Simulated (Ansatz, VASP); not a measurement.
# BAs: VASP beside Ansatz, part 2 of 2

Wanted: the spread between two codes on one cell, functional and k mesh.  Valence electrons are named where the data sets of a main pair hold unlike numbers.

VASP 6.6.1 and Ansatz 0.2.0.

So far. Step 2 (VASP: band structure, LDA): The run ends at a pressure of -3.15 GPa.

**5. VASP: band structure, PBE**

Level of this step: PBE; plane waves and PAW (As, B) (VASP).

The same path points are solved in both programs, so levels can be compared one by one.

File INCAR:

```
SYSTEM = BAs
PREC = Accurate
ENCUT = 370
EDIFF = 1E-06
NELM = 100
ISMEAR = 0
SIGMA = 0.03
LREAL = .FALSE.
ALGO = Normal
GGA = PE
NBANDS = 16
LORBIT = 11
LWAVE = .FALSE.
LCHARG = .FALSE.
KPAR = 4
```

File POSCAR:

```
BAs
1.0
    0.0000000000      2.3885000000      2.3885000000
    2.3885000000      0.0000000000      2.3885000000
    2.3885000000      2.3885000000      0.0000000000
As B
1 1
Direct
    0.7500000000      0.7500000000      0.7500000000
    0.0000000000      0.0000000000      0.0000000000
```

File KPOINTS:

```
Automatic mesh
0
Gamma
8 8 8
0 0 0
```

File KPOINTS_OPT:

```
Line mode
10
Line-mode
Reciprocal
  0.00000000   0.00000000   0.00000000 GAMMA
  0.50000000   0.00000000   0.50000000 X

  0.50000000   0.00000000   0.50000000 X
  0.50000000   0.25000000   0.75000000 W

  0.50000000   0.25000000   0.75000000 W
  0.37500000   0.37500000   0.75000000 K

  0.37500000   0.37500000   0.75000000 K
  0.00000000   0.00000000   0.00000000 GAMMA

  0.00000000   0.00000000   0.00000000 GAMMA
  0.50000000   0.50000000   0.50000000 L

  0.50000000   0.50000000   0.50000000 L
  0.62500000   0.25000000   0.62500000 U

  0.62500000   0.25000000   0.62500000 U
  0.50000000   0.25000000   0.75000000 W

  0.50000000   0.25000000   0.75000000 W
  0.50000000   0.50000000   0.50000000 L

  0.50000000   0.50000000   0.50000000 L
  0.37500000   0.37500000   0.75000000 K

  0.62500000   0.25000000   0.62500000 U
  0.50000000   0.00000000   0.50000000 X
```

PAW data sets: As and B (PBE family, release 64).

The run is started by

```console
$ mpirun -np 4 vasp_std
```

Numbers of over 12 decimals in the logs are rounded to 6 here.

Output:

```text
[banner, memory and clock lines left out]
running    4 mpi-ranks, on    1 nodes
[...]
LDA part: xc-table for (Slater+PW92), standard interpolation
 POSCAR, INCAR and KPOINTS ok, starting setup
[...]
entering main loop
       N       E                     dE             d eps       ncg     rms          rms(c)
DAV:   1     0.663654063533E+01    0.66365E+01   -0.28279E+03   936   0.333E+02
DAV:   2    -0.116347798134E+02   -0.18271E+02   -0.17544E+02  1304   0.750E+01
DAV:   3    -0.120420414523E+02   -0.40726E+00   -0.40688E+00  1088   0.930E+00
DAV:   4    -0.120426333383E+02   -0.59189E-03   -0.59188E-03  1208   0.432E-01
[...]
DAV:   9    -0.114001586069E+02   -0.36998E-03   -0.78496E-04  1048   0.120E-01    0.501E-02
DAV:  10    -0.114002442555E+02   -0.85649E-04   -0.11261E-04  1120   0.475E-02    0.110E-02
DAV:  11    -0.114002448756E+02   -0.62007E-06   -0.34537E-06  1160   0.728E-03
   1 F= -.11400245E+02 E0= -.11400245E+02  d E =-.143062E-14
 Start KPOINTS_OPT (optional k-point list driver)
k-point batch [1-29\100]
       N       E                     dE             ncg
DAV:   1     0.438075443152E+03   -0.66869E+04      928
DAV:   2    -0.124986568417E+03   -0.56306E+03     1264
DAV:   3    -0.138010775491E+03   -0.13024E+02     1112
DAV:   4    -0.138029725345E+03   -0.18950E-01     1232
DAV:   5    -0.138029750240E+03   -0.24894E-04     1104
DAV:   6    -0.138029750290E+03   -0.50816E-07     1056
[...]
k-point batch [88-100\100]
       N       E                     dE             ncg
DAV:   1     0.435850910213E+04   -0.37782E+04      416
DAV:   2     0.411327355202E+04   -0.24524E+03      552
DAV:   3     0.410831094968E+04   -0.49626E+01      512
DAV:   4     0.410830328072E+04   -0.76690E-02      528
DAV:   5     0.410830326866E+04   -0.12052E-04      528
DAV:   6     0.410830326863E+04   -0.30172E-07      456
```

From OUTCAR (step 5):

```text
  Total        0.5817531      0.5817531      0.5817531      0.0000000      0.0000000     -0.0000000
  in kB       34.2013763     34.2013763     34.2013763      0.0000000      0.0000000     -0.0000000
  external PRESSURE =      34.2013763 kB  Pullay stress =       0.0000000 kB

 POSITION                                       TOTAL-FORCE (eV/Angst)
 -----------------------------------------------------------------------------------
      3.58275      3.58275      3.58275         0.000000      0.000000      0.000000
      0.00000      0.00000      0.00000        -0.000000     -0.000000     -0.000000
 -----------------------------------------------------------------------------------
    total drift:                               -0.000000     -0.000000     -0.000000

  FREE ENERGIE OF THE ION-ELECTRON SYSTEM (eV)
  ---------------------------------------------------
  free  energy   TOTEN  =       -11.4002448756 eV

  energy  without entropy=      -11.4002448756  energy(sigma->0) =      -11.40024488

[... 2 parts as in an earlier step ...]

[... 1 further part left out ...]
[key lines of the parts left out:]
E-fermi :   6.2789
```

The run ends at a pressure of 3.42 GPa.

**6. Ansatz: band structure, PBE**

The same cell, functional, mesh and smearing now go to Ansatz, which takes its cutoff from its data sets.

The cell is taken from a series of VASP runs on this material, whose earlier steps may have relaxed, scaled or displaced it; both programs get it as it stands.

File input.yaml:

```yaml
crystal:
  lattice:
    - [0.0, 2.3885, 2.3885]
    - [2.3885, 0.0, 2.3885]
    - [2.3885, 2.3885, 0.0]
  atoms:
    - { symbol: As, position: [0.75, 0.75, 0.75] }
    - { symbol: B, position: [0.0, 0.0, 0.0] }
hamiltonian:
  xc: pbe
  pseudopotentials: { kind: paw }
kpoints:
  mp_grid: { grid: [8, 8, 8] }
  band_path:
    path:
      - [0.0, 0.0, 0.0]
      - [0.16667, 0.0, 0.16667]
      - [0.33333, 0.0, 0.33333]
      - [0.38889, 0.0, 0.38889]
      - [0.5, 0.0, 0.5]
      - [0.5, 0.08333, 0.58333]
      - [0.5, 0.19444, 0.69444]
      - [0.5, 0.25, 0.75]
      - [0.45833, 0.29167, 0.75]
      - [0.40278, 0.34722, 0.75]
      - [0.375, 0.375, 0.75]
      - [0.20833, 0.20833, 0.41667]
      - [0.08333, 0.08333, 0.16667]
      - [0.0, 0.0, 0.0]
      - [0.22222, 0.22222, 0.22222]
      - [0.38889, 0.38889, 0.38889]
      - [0.51389, 0.47222, 0.51389]
      - [0.55556, 0.38889, 0.55556]
      - [0.61111, 0.27778, 0.61111]
      - [0.61111, 0.25, 0.63889]
      - [0.56944, 0.25, 0.68056]
      - [0.51389, 0.25, 0.73611]
      - [0.5, 0.27778, 0.72222]
      - [0.5, 0.38889, 0.61111]
      - [0.5, 0.47222, 0.52778]
      - [0.48611, 0.48611, 0.52778]
      - [0.43056, 0.43056, 0.63889]
      - [0.38889, 0.38889, 0.72222]
      - [0.59722, 0.19444, 0.59722]
      - [0.55556, 0.11111, 0.55556]
      - [0.5, 0.0, 0.5]
    npoints: 1
scf:
  occupations: { method: gaussian, width: 0.03 }
  n_extra_bands: 7
output:
  forces: true
  stress: true
  eigenvalues: true
```

The run is started by

```console
$ ansatz run input.yaml --threads 2 --pin off --max-ram 4608MiB --backend cpu --events-out ev --progress --plain --runs-dir out
```

Output:

```text
[...]
Crystal: 2 atoms, lattice volume = 27.252 Å³
Basis set: ecut = 420 eV, 531 PW (Γ), exchange–correlation on 48×48×48 points (8 copies of the dense FFT grid, shifted against one another)
Bands: 16, of which v1, the nominal top of the filled ones, is band 9 counted from 1 (8 counted from 0)
Symmetry: 24 space group operations
[...]
k-points: 29 of 512 (time reversal used)
[...]
k-point 0: bands = [... 5 lower, -4.2770, 11.1267, 11.1267, 11.1267, 14.4073, 14.4073, 14.4073, 15.8003, ... 3 higher]
  k-point 1: bands = [... 5 lower, -4.0209, 9.1629, 10.6890, 10.6890, 14.5218, 14.9846, 14.9846, 17.0810, ... 3 higher]
  k-point 2: bands = [... 5 lower, -3.2753, 6.1921, 9.9790, 9.9790, 14.1913, 15.7861, 15.7861, 19.0311, ... 3 higher]
  k-point 28: bands = [... 5 lower, 0.0640, 3.0745, 5.6456, 5.9402, 16.3925, 17.0683, 17.9428, 18.1740, ... 3 higher]
[key lines of the parts left out:]
SCF converged after 6 iterations
Free energy (F): -5012.098095 eV
Fermi energy:    11.725050 eV
P = ⅓ Tr σ = 2.7700 GPa (27.700 kbar)
```

Wall time 0.99 s (2 threads of Arm Neoverse V2, shared host); peak memory 0.28 GiB; 1.8 s of CPU time.

**7. Side by side**

What differs besides the data sets and the points named for the pairs above, as far as they apply: the data sets hold 18 valence electrons in Ansatz (on its default PAW (the set named soft_2) files) and 8 in VASP; VASP leaves aspherical gradient terms in its spheres out (LASPH is not set), Ansatz keeps them. Total energies have different zeros and are not compared.

Both answers:

```
                                        quantity  Ansatz   VASP  difference
                                  pressure (GPa)    2.77   3.42       -0.65
pressure without Ansatz's Pulay correction (GPa)    2.67   3.42       -0.75
                   gap over the path points (eV)   1.186  1.174      +0.012
```

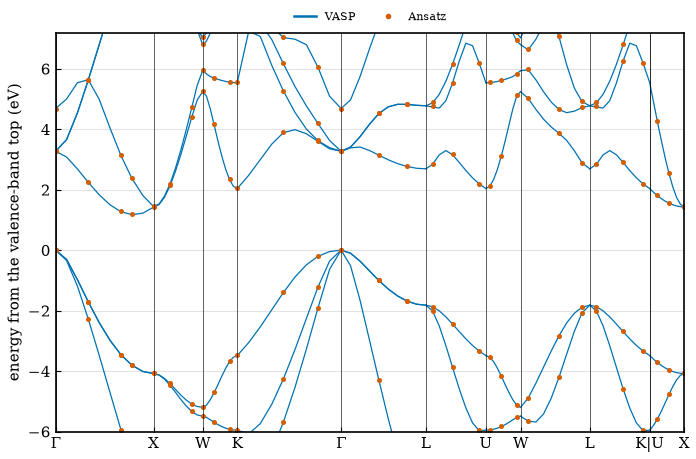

Bands from VASP (lines) and levels from Ansatz (dots). Dots without a line are higher empty bands that the VASP plot leaves out.

Levels at points of the path, from each program's valence-band top (eV; 3 filled, then empty):

```csv
k (reciprocal lattice),Ansatz,VASP
0.000 0.000 0.000,0.00 0.00 0.00 3.28 3.28 3.28,0.00 0.00 0.00 3.27 3.27 3.27
0.167 0.000 0.167,-2.29 -1.71 -1.71 2.25 5.64 5.64,-2.29 -1.71 -1.71 2.24 5.63 5.63
0.333 0.000 0.333,-5.94 -3.45 -3.45 1.28 3.14 9.16,-5.95 -3.46 -3.46 1.27 3.12 9.14
0.389 0.000 0.389,-7.10 -3.80 -3.80 1.19 2.39 10.23,-7.11 -3.80 -3.80 1.17 2.38 10.20
0.500 0.000 0.500,-8.52 -4.08 -4.08 1.44 1.45 11.39,-8.53 -4.08 -4.08 1.42 1.44 11.36
0.500 0.083 0.583,-8.42 -4.46 -4.40 2.14 2.19 10.59,-8.44 -4.47 -4.41 2.12 2.19 10.56
0.500 0.194 0.694,-8.12 -5.32 -5.08 4.41 4.72 7.97,-8.14 -5.33 -5.09 4.39 4.71 7.94
0.500 0.250 0.750,-8.05 -5.48 -5.19 5.27 5.94 6.82,-8.07 -5.49 -5.20 5.24 5.93 6.80
0.458 0.292 0.750,-8.07 -5.68 -4.70 4.16 5.71 7.51,-8.08 -5.70 -4.71 4.14 5.69 7.49
0.403 0.347 0.750,-8.13 -5.91 -3.68 2.35 5.57 8.87,-8.14 -5.92 -3.69 2.33 5.55 8.84
```

Among the levels compared at these points, filled levels agree within 15 meV and empty ones within 35 meV. Ansatz's pressure holds a Pulay correction of 0.10 GPa; VASP's holds none.

**8. Ansatz: dielectric response, LDA**

The response to a field tests empty states and converges slowly with the mesh.

The cell is taken from a series of VASP runs on this material, whose earlier steps may have relaxed, scaled or displaced it; both programs get it as it stands.

File input.yaml:

```yaml
crystal:
  lattice:
    - [0.0, 2.3885, 2.3885]
    - [2.3885, 0.0, 2.3885]
    - [2.3885, 2.3885, 0.0]
  atoms:
    - { symbol: As, position: [0.75, 0.75, 0.75] }
    - { symbol: B, position: [0.0, 0.0, 0.0] }
hamiltonian:
  xc: lda
  pseudopotentials: { kind: paw }
kpoints:
  mp_grid: { grid: [10, 10, 10] }
scf:
  occupations: { method: fixed }
dielectric:
  method: response
```

Output:

```text
[...]
Crystal: 2 atoms, lattice volume = 27.252 Å³
Basis set: ecut = 420 eV, 531 PW (Γ), exchange–correlation on 48×48×48 points (8 copies of the dense FFT grid, shifted against one another)
Bands: 13, of which v1, the nominal top of the filled ones, is band 9 counted from 1 (8 counted from 0)
Symmetry: 24 space group operations
k-points: 171 of 1000 (irreducible under 4 space group operations, time reversal used)
[...]
site 0:
         0.45816   -0.00000    0.00000
        -0.00000    0.45816    0.00000
         0.00000    0.00000    0.45816
    site 1:
        -0.45816    0.00000   -0.00000
         0.00000   -0.45816   -0.00000
        -0.00000   -0.00000   -0.45816
  Z* charge neutrality: 6.103e-5 e pre-enforcement
  solved inside a basis spanned on kpoints, on 10×10×10 k-points, its susceptibility summed on 14×14×14: ε∞ is read to err by 2.9e-2, Z* by 1.5e-2 e (field_mesh: kpoints solves on kpoints); Z* is corrected for what the basis lacks
[key lines of the parts left out:]
SCF converged after 7 iterations
Free energy (F): -4923.519197 eV
Fermi energy:    10.840593 eV
```

The job ended after 20 s (2 threads; peak memory 0.48 GiB; 38 s of CPU time).

**9. VASP: dielectric response, LDA**

The same cell, functional (in two slightly different forms) and mesh now go to VASP, with its own data sets.

File INCAR:

```
SYSTEM = BAs
PREC = Accurate
ENCUT = 370
EDIFF = 1E-08
NELM = 100
ISMEAR = 0
SIGMA = 0.01
LREAL = .FALSE.
ALGO = Normal
GGA = CA
NBANDS = 10
LORBIT = 11
LWAVE = .FALSE.
LCHARG = .FALSE.
KPAR = 4
LEPSILON = .TRUE.
```

POSCAR is that of step 5.

File KPOINTS:

```
Automatic mesh
0
Gamma
10 10 10
0 0 0
```

The projector-augmented-wave data sets are As and B (LDA family, release 64).

The run is started by

```console
$ mpirun -np 4 vasp_std
```

Output:

```text
[... set-up lines as in an earlier step ...]
 entering main loop
       N       E                     dE             d eps       ncg     rms          rms(c)
DAV:   1     0.553210290034E+01    0.55321E+01   -0.30575E+03   940   0.531E+02
DAV:   2    -0.131859428083E+02   -0.18718E+02   -0.18141E+02  1312   0.922E+01
DAV:   3    -0.136408977626E+02   -0.45495E+00   -0.45446E+00  1098   0.143E+01
DAV:   4    -0.136420260578E+02   -0.11283E-02   -0.11282E-02  1154   0.846E-01
[...]
DAV:  11    -0.129198351648E+02   -0.15300E-05   -0.15841E-06  1140   0.914E-03    0.127E-02
DAV:  12    -0.129198349807E+02    0.18410E-06   -0.90215E-07  1046   0.414E-03    0.286E-03
DAV:  13    -0.129198349844E+02   -0.36464E-08   -0.31317E-08  1074   0.127E-03
   1 F= -.12919835E+02 E0= -.12919835E+02  d E =-.528591E-13
 Linear response reoptimize wavefunctions to high precision
DAV:   1    -0.129198349843E+02    0.90211E-10   -0.59376E-09  1056   0.353E-04
DAV:   2    -0.129198349843E+02    0.39790E-11   -0.13867E-10   586   0.961E-05
 Linear response G [H, r] |phi>, progress :
  Direction:   1
[...]
RMM:   9    -0.709785074437E+00    0.36146E-05    0.93384E-10  5429   0.104E-04    0.244E-05
RMM:  10    -0.709785130550E+00   -0.56114E-07   -0.43699E-10  3385   0.328E-05    0.387E-06
 change of polarisation eV/A/(eV/A) component  2 :     0.341     1.333     0.208
 dielectric tensor                  component  2 :     2.265     9.851     1.379
 Linear response to external field, progress :
  Direction:   3
       N       E                     dE             d eps       ncg     rms          rms(c)
RMM:   1    -0.684323156074E+00   -0.68432E+00   -0.31481E+00  7694   0.301E+00
RMM:   2    -0.699621209327E+00   -0.15298E-01   -0.74632E-03  5657   0.405E-01    0.128E+00
RMM:   3    -0.683735177873E+00    0.15886E-01   -0.65297E-03  5765   0.462E-01    0.733E-01
RMM:   4    -0.706266418395E+00   -0.22531E-01   -0.85942E-03  5643   0.547E-01    0.729E-02
[...]
RMM:   8    -0.709788896281E+00   -0.88690E-05   -0.30525E-09  5992   0.242E-04    0.111E-04
RMM:   9    -0.709785399803E+00    0.34965E-05    0.20591E-09  5436   0.104E-04    0.243E-05
RMM:  10    -0.709786222475E+00   -0.82267E-06    0.14190E-08  3391   0.329E-05    0.376E-06
 change of polarisation eV/A/(eV/A) component  3 :     0.273     0.330     1.333
 dielectric tensor                  component  3 :     1.814     2.191     9.851
 Born effective charges drift removed
```

Parts of OUTCAR (step 9):

```text
  Total       -0.5371259     -0.5371259     -0.5371259      0.0000000      0.0000000      0.0000000
  in kB      -31.5777341    -31.5777341    -31.5777341      0.0000000      0.0000000      0.0000000
  external PRESSURE =     -31.5777341 kB  Pullay stress =       0.0000000 kB

 POSITION                                       TOTAL-FORCE (eV/Angst)
 -----------------------------------------------------------------------------------
      3.58275      3.58275      3.58275         0.000000     -0.000000      0.000000
      0.00000      0.00000      0.00000        -0.000000      0.000000     -0.000000
 -----------------------------------------------------------------------------------
    total drift:                               -0.000000     -0.000000     -0.000000

 MACROSCOPIC STATIC DIELECTRIC TENSOR (including local field effects in DFT)
 ------------------------------------------------------
           9.850688     0.000000    -0.000000
           0.000000     9.850688    -0.000000
           0.000000     0.000000     9.850688
 ------------------------------------------------------

[... 1 part as in an earlier step ...]

[... 1 further part left out ...]
```

The gap is read on the k-mesh alone, so it is an upper bound where the band edges lie off the mesh. Energies printed during the response cycles are not total energies of the cell.

**10. Comparison**

What differs besides the data sets and the points named for the pairs above, as far as they apply: VASP's response is taken on the typed mesh, Ansatz refines its own for the field response alone; the data sets hold 18 valence electrons in Ansatz (on its default PAW (the set named soft_2) files) and 8 in VASP. Total energies have different zeros and are not compared.

The two programs side by side:

| quantity | Ansatz | VASP | difference |
| --- | --- | --- | --- |
| ε∞ xx | 9.77 | 9.85 | -0.79 % |
| ε∞ yy | 9.77 | 9.85 | -0.79 % |
| ε∞ zz | 9.77 | 9.85 | -0.79 % |
| Born charge of As1 (mean of the diagonal) (e) | 0.46 | 0.49 | -0.04 |
| Born charge of B2 (mean of the diagonal) (e) | -0.46 | -0.49 | +0.04 |

**11. Results**

* largest difference of a filled level at the path points (band structure, LDA): 14 meV
* difference in pressure (band structure, LDA): -0.78 GPa
* largest difference of a filled level at the path points (band structure, PBE): 15 meV
* difference in pressure (band structure, PBE): -0.65 GPa
* difference in ε∞ xx (dielectric response, LDA): -0.79 %

The difference in pressure is -0.78 GPa (band structure, LDA), within the 1 GPa picked in this series as the mark of a large difference. The data sets hold unlike numbers of valence electrons (18 in Ansatz and 8 in VASP), so part of the differences comes from the potentials. 3 further runs of this series are not shown here. How closely two codes agree says nothing of how well the functional describes the real material.

[Lines on the potential files, build, host, timing and source positions are cut from VASP's logs without a mark.]

[Logs are printed without paths, hosts, clocks, repeated set-up lines and the standing remarks that a program may print on its own settings, such as how far it seeks lower states.]

[Hosts, paths, dates, database ids (printed as entryN), source tags and the programs' standing remarks are cut or masked in the printed files.]
